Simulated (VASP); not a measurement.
Band structure of PtSb2 (pyrite). Calculation: r2SCAN meta-GGA, VASP's PBE PAW potentials (set 64) (plane waves; VASP).

Unless said otherwise, spin-orbit coupling is left out, though it shifts the bands of the heavy elements here.

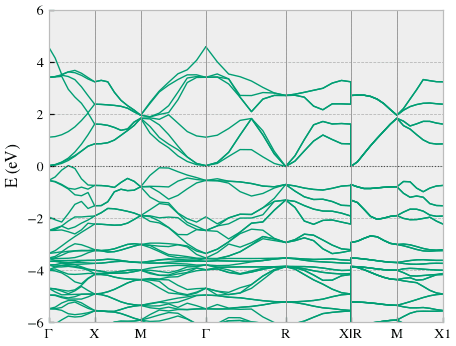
Fig. 1. Bands along high-symmetry lines, zero at the valence-band maximum or, without a gap, the Fermi level

Question: Read the plot: is there a gap, and where are the band edges?

Answer: It has no gap at this level: it comes out as a metal or semimetal.

Measured: gap 0.11 eV (computed value off by -0.11 eV), as given by Y. Saeed et al., Journal of Applied Physics (2013), arXiv:1402.4256.

The compound is PtSb2 in the pyrite structure. It was relaxed first.
